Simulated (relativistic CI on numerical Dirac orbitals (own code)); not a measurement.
Run report: Ar¹⁰⁺, relativistic CI calculation

System: Ar¹⁰⁺.
Method: Dirac-Coulomb-Breit CI, KLI orbitals optimised for each configuration, model QED (radiative potential, 1s self-energy scaled to tabulated hydrogen-like ionisation energies) (relativistic CI on numerical Dirac orbitals, in-house).

### Summary

```
           quantity                      value
            outcome                  converged
       lowest level                2s² 2p⁴ ³P₂
first excited level   2s² 2p⁴ ³P₁, 14,372 cm⁻¹
  ionisation energy                 538.251 eV
    levels computed                        342
     SCF iterations                        132
           hardware  1 CPU thread, shared host
          wall time                     0.91 s
```

### Remarks

Limits: only a limited list of configurations is included, so lower levels can be missing; only lines among the lowest 200 of 342 levels are drawn, so those from 2s² 2p³ 4d and 2s² 2p³ 4p are incomplete.

### Input
```
atom Ar  Z=18  charge=10  electrons=8
nucleus A=40  rms_radius_fm=3.4274
hamiltonian dirac-coulomb  breit=on  qed=on  c_scale=1
orbitals kli  potential=per-configuration
slater_scale 1
correlation none
mixing on
configurations
  [He] 2s2 2p4
  [He] 2s 2p5
  [He] 2p6
  [He] 2s2 2p3 3s
  [He] 2p5 3s
  [He] 2s2 2p3 3p
  [He] 2p5 3p
  [He] 2s2 2p3 3d
  [He] 2p5 3d
  [He] 2s 2p4 3s
  [He] 2s 2p4 3p
  [He] 2s 2p4 3d
  [He] 2s2 2p3 4s
  [He] 2s2 2p3 4p
  [He] 2s2 2p3 4d
  [He] 2s2 2p3 4f
end
```

The program writes its results to a structured record and prints no log; tables and figures of this report are taken from that record.

### The lowest 30 levels

| Configuration | Level | E (eV) | LS purity (%) | Landé g | Lifetime (s; – stable or not computed) |
| --- | --- | --- | --- | --- | --- |
| 2s² 2p⁴ | ³P₂ | 0 | 98 | 1.492 | – |
| 2s² 2p⁴ | ³P₁ | 1.782 | 100 | 1.500 | 1.5×10⁻² |
| 2s² 2p⁴ | ³P₀ | 2.259 | 98 | – | 3.3×10⁻¹ |
| 2s² 2p⁴ | ¹D₂ | 9.229 | 98 | 1.006 | 3.6×10⁻³ |
| 2s² 2p⁴ | ¹S₀ | 18.39 | 95 | – | 4.0×10⁻⁴ |
| 2s 2p⁵ | ³P°₂ | 66.45 | 100 | 1.500 | 4.3×10⁻¹¹ |
| 2s 2p⁵ | ³P°₁ | 67.97 | 100 | 1.498 | 4.1×10⁻¹¹ |
| 2s 2p⁵ | ³P°₀ | 68.84 | 100 | – | 4.1×10⁻¹¹ |
| 2s 2p⁵ | ¹P°₁ | 92.58 | 99 | 1.000 | 1.2×10⁻¹¹ |
| 2p⁶ | ¹S₀ | 157.0 | 97 | – | 1.3×10⁻¹¹ |
| 2s² 2p³ 3s | ⁵S°₂ | 307.0 | 98 | 1.997 | 7.3×10⁻¹⁰ |
| 2s² 2p³ 3s | ³S°₁ | 311.4 | 98 | 1.991 | 1.6×10⁻¹² |
| 2s² 2p³ 3s | ³D°₁ | 320.4 | 94 | 0.541 | 4.9×10⁻¹² |
| 2s² 2p³ 3s | ³D°₂ | 320.4 | 93 | 1.184 | 5.1×10⁻¹² |
| 2s² 2p³ 3s | ³D°₃ | 320.7 | 99 | 1.333 | 5.1×10⁻¹² |
| 2s² 2p³ 3s | ¹D°₂ | 322.7 | 92 | 1.029 | 2.1×10⁻¹² |
| 2s² 2p³ 3p | ⁵P₁ | 324.0 | 97 | 2.490 | 6.6×10⁻¹⁰ |
| 2s² 2p³ 3p | ⁵P₂ | 324.1 | 97 | 1.826 | 6.7×10⁻¹⁰ |
| 2s² 2p³ 3p | ⁵P₃ | 324.4 | 98 | 1.664 | 6.4×10⁻¹⁰ |
| 2s² 2p³ 3s | ³P°₀ | 326.6 | 97 | – | 5.3×10⁻¹² |
| 2s² 2p³ 3s | ³P°₁ | 326.8 | 93 | 1.472 | 5.1×10⁻¹² |
| 2s² 2p³ 3s | ³P°₂ | 327.3 | 86 | 1.455 | 4.7×10⁻¹² |
| 2s² 2p³ 3p | ³P₁ | 328.1 | 96 | 1.496 | 5.1×10⁻¹⁰ |
| 2s² 2p³ 3p | ³P₂ | 328.3 | 97 | 1.501 | 5.0×10⁻¹⁰ |
| 2s² 2p³ 3p | ³P₀ | 328.4 | 99 | – | 5.4×10⁻¹⁰ |
| 2s² 2p³ 3s | ¹P°₁ | 329.2 | 92 | 0.992 | 2.1×10⁻¹² |
| 2s² 2p³ 3p | J = 1 (even, mixed) | 335.2 | 55 | 0.814 | 3.2×10⁻¹⁰ |
| 2s² 2p³ 3p | ³D₂ | 336.2 | 90 | 1.134 | 5.4×10⁻¹⁰ |
| 2s² 2p³ 3p | [2p₁/₂ (2p₃/₂)² 3p₃/₂] J = 1 | 336.6 | 56 | 0.724 | 2.9×10⁻¹⁰ |
| 2s² 2p³ 3p | ³D₃ | 336.7 | 87 | 1.303 | 4.7×10⁻¹⁰ |

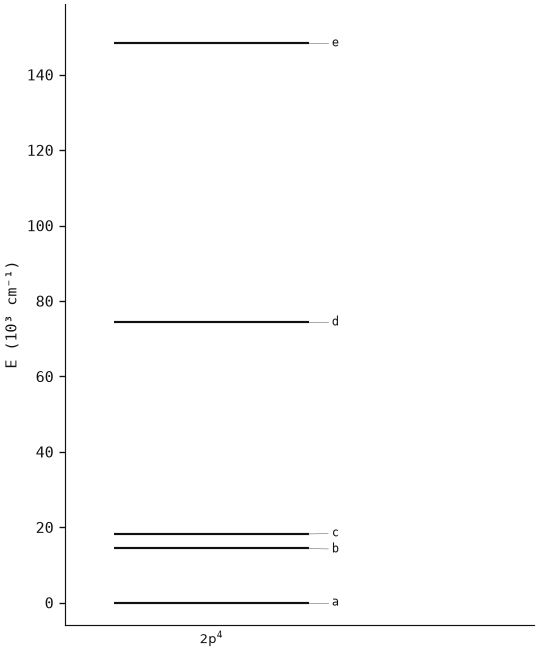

Fig. 1: The lowest levels of Ar¹⁰⁺ (argon, Z = 18), with 5 of them lettered. a: 2p⁴ ³P₂ at 0; b: 2p⁴ ³P₁ at 14,370 cm⁻¹; c: 2p⁴ ³P₀ at 18,220 cm⁻¹; d: 2p⁴ ¹D₂ at 74,430 cm⁻¹; e: 2p⁴ ¹S₀ at 148,300 cm⁻¹.

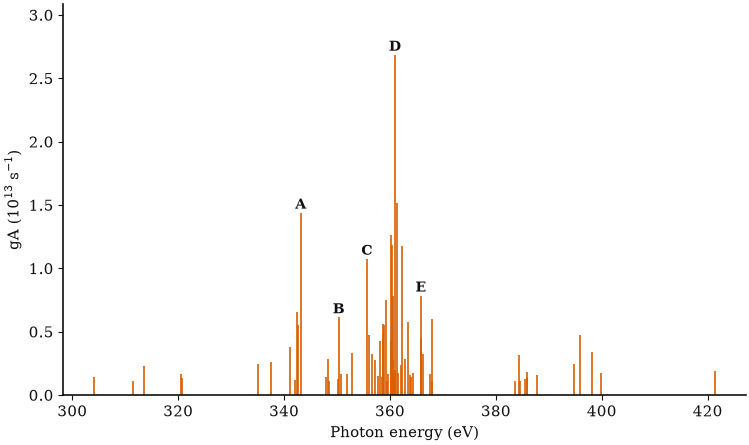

Fig. 2: The stronger electric dipole lines (weighted rates gA) for Ar¹⁰⁺ (argon, Z = 18). A: 2s 2p⁴ 3d ³D₃ → 2s 2p⁵ ³P°₂, 343.1 eV, gA = 1.4×10¹³ s⁻¹; B: 2s² 2p³ 3d ³D°₃ → 2s² 2p⁴ ³P₂, 350.3 eV, gA = 6.1×10¹² s⁻¹; C: 2s² 2p³ 3d ¹P°₁ → 2s² 2p⁴ ¹S₀, 355.6 eV, gA = 1.1×10¹³ s⁻¹; D: 2s² 2p³ 3d ¹F°₃ → 2s² 2p⁴ ¹D₂, 360.9 eV, gA = 2.7×10¹³ s⁻¹; E: 2s² 2p³ 3d ³D°₂ → 2s² 2p⁴ ³P₁, 365.9 eV, gA = 7.8×10¹² s⁻¹. The strongest, D, lies in the soft X-ray region.
